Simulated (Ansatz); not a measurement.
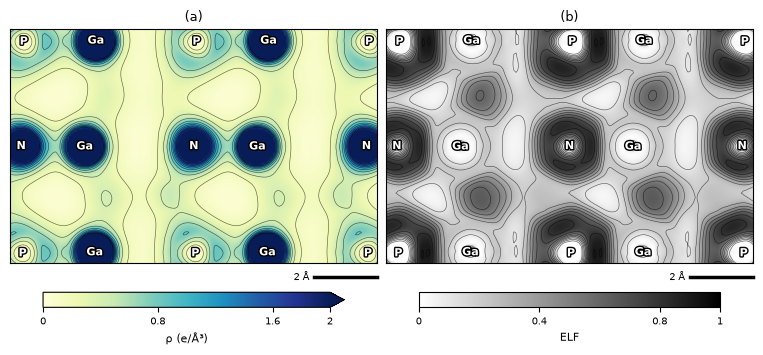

Figure. Ga4PN3. (a) valence charge density (pseudo); (b) electron localisation function on the (011) plane of the conventional cell.

Space group Pm; started from the ordered alloy on wurtzite lattice prototype, which need not be the ambient phase; computed pressure about 5 GPa in this cell.

All numbers below come from DFT, PBE, plane waves, PAW in Ansatz.

In a PAW calculation such maps are meaningful between the atoms, not at the nuclei.

### Describe what can be read from this map.

- The section cuts through N, P and Ga sites.
- Atoms just off the plane (N, 0.9 Å away and Ga, 0.9 Å away) can leave unmarked features too.
- Ga–N (2.01 Å): ρ is about 0.66 e/Å³ halfway; the ELF peaks at about 0.85 in the valence shell of N, 0.7 Å from its nucleus, and is about 0.45 at the midpoint.
- Ga–N (2.01 Å): ρ is about 0.66 e/Å³ halfway; the ELF peaks at about 0.85 in the valence shell of N, 0.7 Å from its nucleus, and is about 0.45 at the midpoint.
- Ga–P (2.28 Å): ρ at the midpoint is about 0.59 e/Å³; the ELF peaks at about 0.90 in the valence shell of P, 0.7 Å from its nucleus, and is about 0.75 at the midpoint.
- Between the atoms the lowest density in this plane is 0.05 e/Å³.
